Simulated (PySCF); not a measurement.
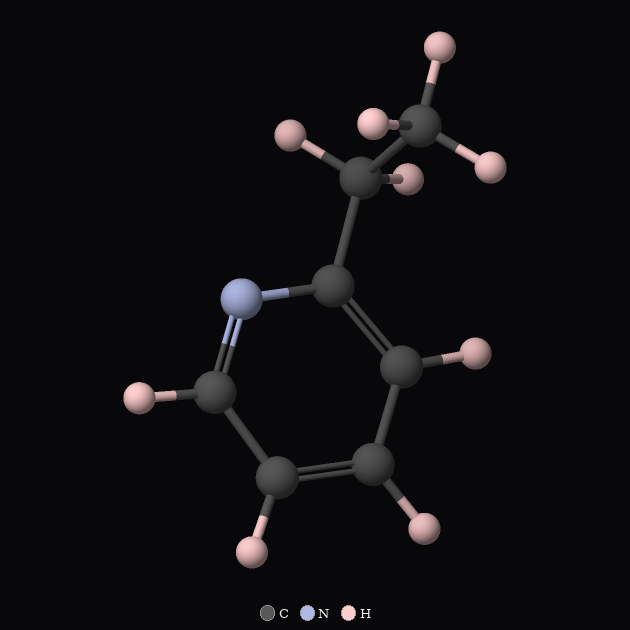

The picture shows a molecular structure as a ball-and-stick model.

The geometry was computed by an optimisation with GFN2-xTB. No frequency run is at hand to confirm it as a minimum.

**Which formula does it have?**

C7H9N, 17 atoms: 7 carbon, 9 hydrogen and 1 nitrogen.

**Write the SMILES.**

CCc1ccccn1

**Count the bonded pairs by element.**

9 C–H, 6 C–C, 2 C–N.

**What is the point group of this geometry?**

C1.

**Does it have rings?**

Independent rings (smallest set): 1 of 6 members, 1 of them aromatic.

More results for the same structure follow; atom numbers are the same in all pictures, views and colours differ.

## Shape

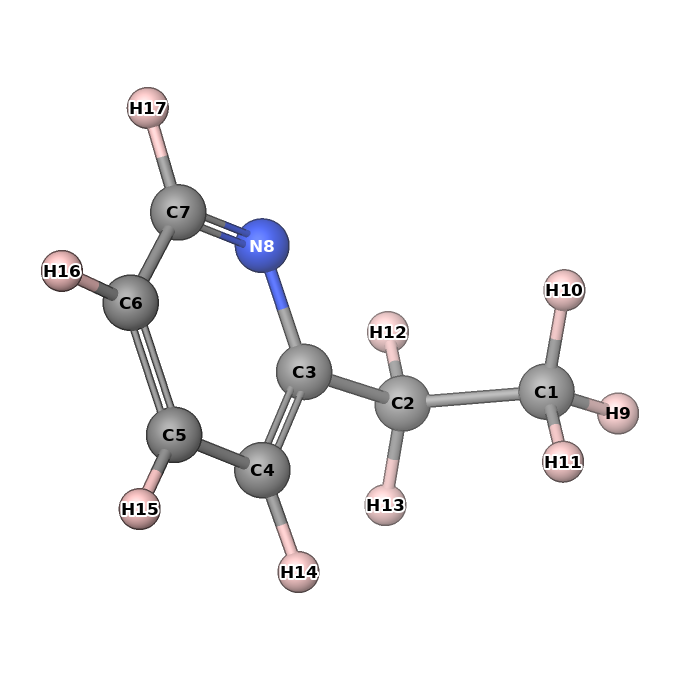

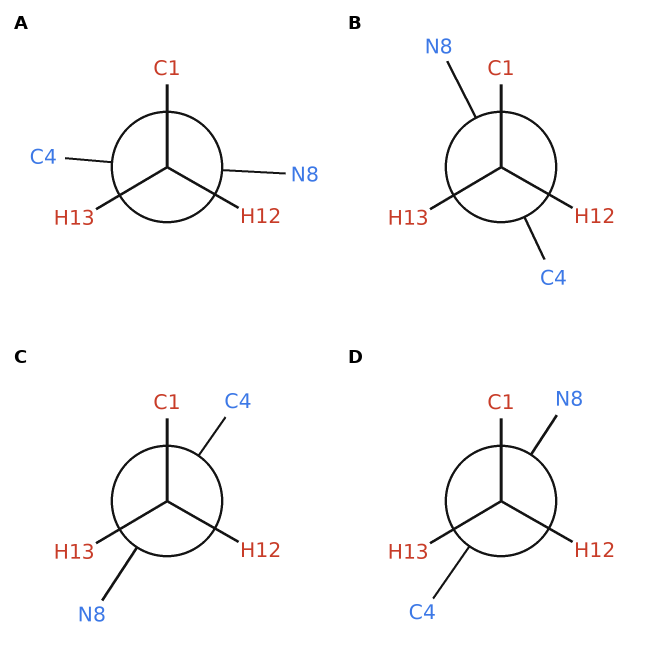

Depth is shown by fading: the farther an atom, the more it takes the colour of the background. Bonds that would overlap in a projection are set slightly apart. No frequency run is at hand to confirm it as a minimum.

**Which Newman projection shows the view along C2–C3, with C2 in front?**

A. The torsion angle C1–C2–C3–N8 is 93°, about perpendicular.

## Dipole moment

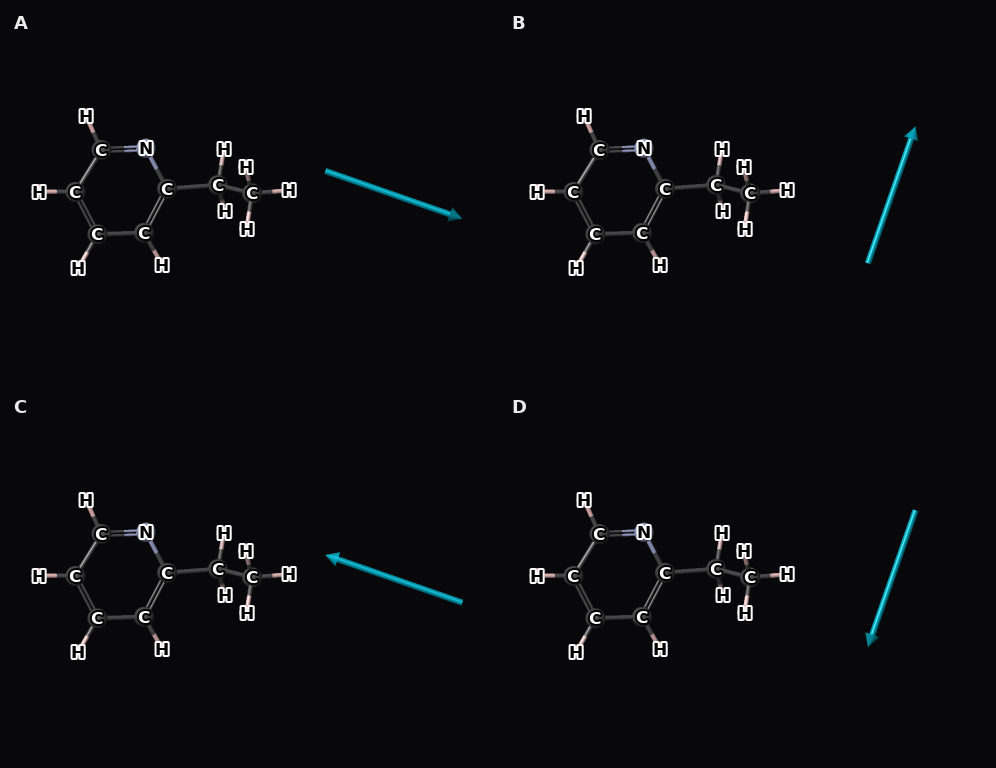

The same molecule four times, each with an arrow. No frequency run is at hand to confirm it as a minimum. Level of theory: B3LYP/pcJ-1, gas phase (PySCF 2.14.0).

**Which arrow points along the dipole moment, from the negative to the positive end?**

D. The dipole moment is 1.85 D.

## Spin–spin coupling

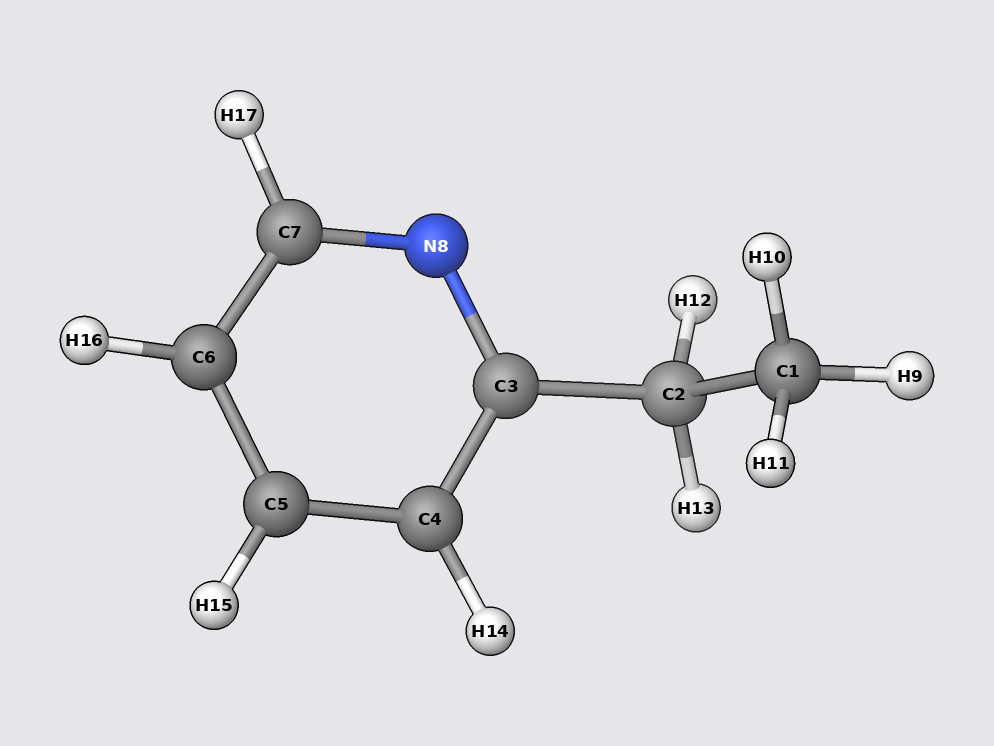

No frequency run is at hand to confirm it as a minimum. Level of theory: B3LYP/pcJ-1 indirect spin-spin coupling, non-relativistic, gas phase (PySCF 2.14.0). Isotopes: 13C, 1H, 15N.

Give the spin–spin coupling constants of these pairs, with the number of bonds between them: C3/N8, C7/N8, C2/N8, C4/N8, C6/N8, N8/H17, C5/N8, N8/H12, N8/H13, N8/H14, N8/H16.

```tsv
pair	bonds apart	J (Hz)
C3, N8	1	−1.6
C7, N8	1	−1.4
C2, N8	2	−10.8
C4, N8	2	2.5
C6, N8	2	2.5
N8, H17	2	−11.8
C5, N8	3	−3.3
N8, H12	3	−2.7
N8, H13	3	−4.3
N8, H14	3	−0.9
N8, H16	3	−1.3
```

## Quadrupole coupling

No frequency run is at hand to confirm it as a minimum. Electric field gradients from the ground-state density, B3LYP/pcJ-1 (PySCF 2.14.0), non-relativistic apart from any core potentials.

Give the largest field-gradient component, the quadrupole coupling constant and the asymmetry for 14N at N8 (Q = 20.44 mb), 2H at H9 (Q = 2.86 mb), 2H at H10 (Q = 2.86 mb), 2H at H11 (Q = 2.86 mb), 2H at H12 (Q = 2.86 mb).

```csv
atom,V_zz (a.u.),e²qQ/h (MHz),η
N8,−1.113,−5.35,0.34
H9,0.305,0.205,0.03
H10,0.302,0.203,0.02
H11,0.302,0.203,0.03
H12,0.293,0.197,0.03
```
